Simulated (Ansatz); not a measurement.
H2OSSi

```xyz
5

O     1.0161   -0.8869    0.2515
Si   -0.1533    0.1774   -0.2395
S     0.0897   -0.4434    1.7102
H    -1.2493   -0.3672   -1.0652
H     0.2969    1.5200   -0.6570
```

Geometry: PBE0-D4/def2-TZVP.

These are results of RKS PBE0-D4/def2-TZVPP in Ansatz, not measurements.

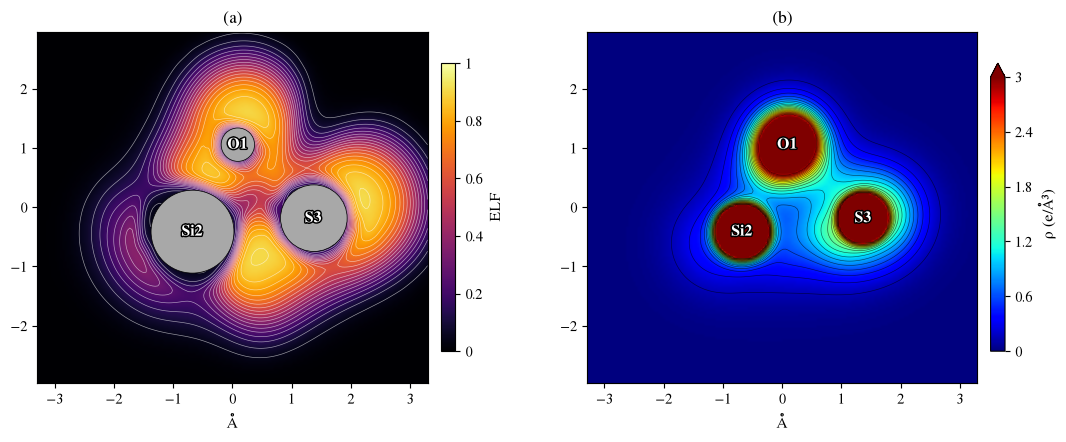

Figure 1. (a) electron localisation function; (b) total electron density on the plane of atoms Si2, O1 and S3. Grey discs cover the atomic cores in the ELF map.

> Read the bonding off the picture.

- The plane passes through O, Si and S nuclei.
- Si–O (1.66 Å): ρ is about 1.2 e/Å³ halfway; the ELF peaks at about 0.85 between the atoms; a polar covalent bond.
- S–O (1.78 Å): the density is about 1.1 e/Å³ at the midpoint; the ELF peaks at about 0.75 between the atoms.
- Si–S (2.06 Å): the density is about 0.82 e/Å³ at the midpoint; the ELF peaks at about 0.75 between the atoms.
- The ELF also peaks beside S3 and O1, away from the bonds: lone-pair regions.

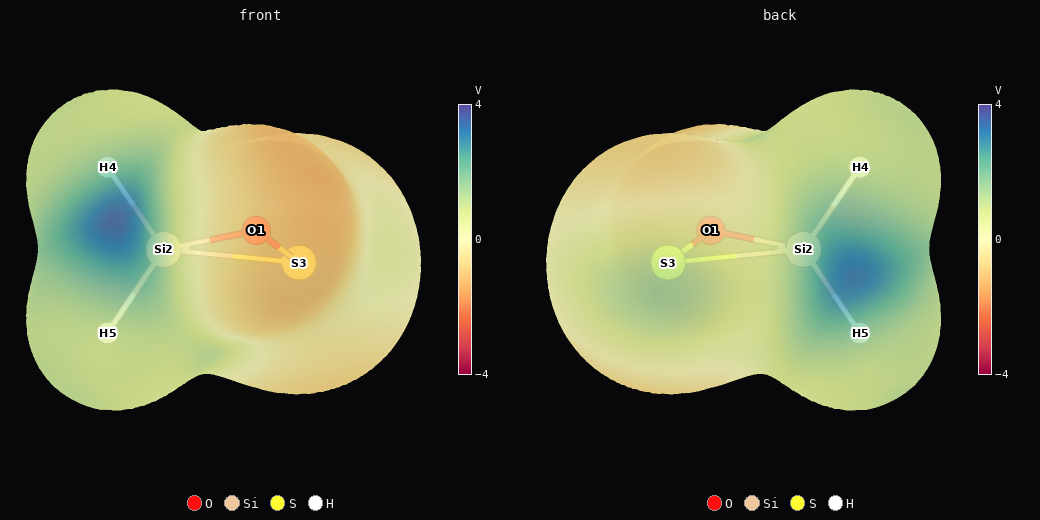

Figure 2. The molecular electrostatic potential painted on the density surface at 0.004 e/bohr³, seen from the front and from behind; the colour scale runs from red (negative) to blue (positive).

> Which sites attract a positive test charge, and which a negative one?

A positive charge is drawn to the negative regions and a negative charge to the positive ones. The most negative region (about −1.4 V) lies over O1, the most positive (about +3.4 V) over Si2. O1 is the likeliest acceptor of a hydrogen bond.

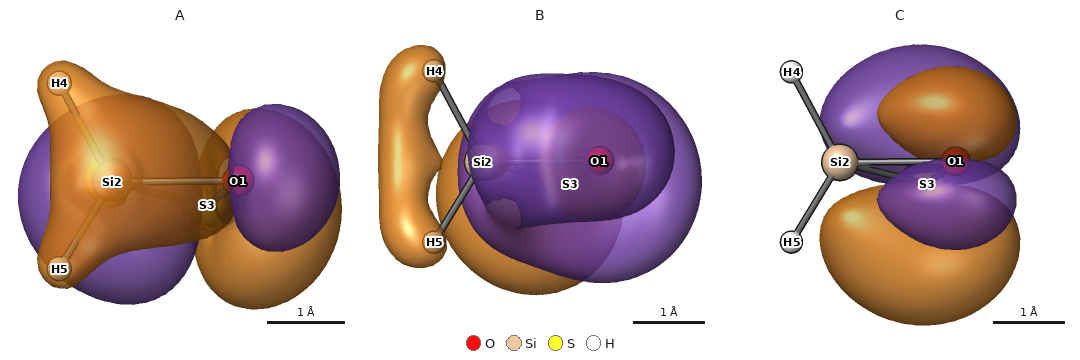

Figure 3. Three frontier orbitals at ±0.08 Å⁻³ᐟ² (orange and purple are the two phases), in no order.

> Order the three orbitals by energy and name them.

A is the HOMO−1 (−8.72 eV). Its weight (Hirshfeld) is mainly on S3 (about 55 %), Si2 (about 20 %) and O1 (about 20 %). C is the HOMO (−6.76 eV). Its weight (Hirshfeld) is mainly on S3 (about 70 %) and O1 (about 25 %). B is the LUMO (−1.64 eV). Its weight (Hirshfeld) is mainly on S3 (about 55 %), O1 (about 25 %) and Si2 (about 15 %).

> What is the HOMO–LUMO gap?

5.12 eV between the orbital energies.

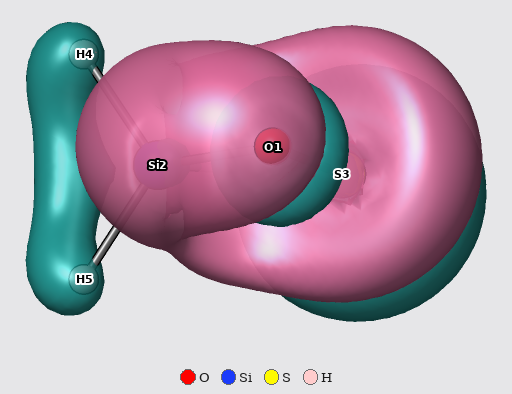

Figure 4. The LUMO at ±0.08 Å⁻³ᐟ² (teal and pink are the two phases), seen at a tilt.

> What is the character of this orbital?

By Hirshfeld shares it lies mainly on S3 (about 55 %), O1 (about 25 %) and Si2 (about 15 %). Its energy is −1.64 eV.
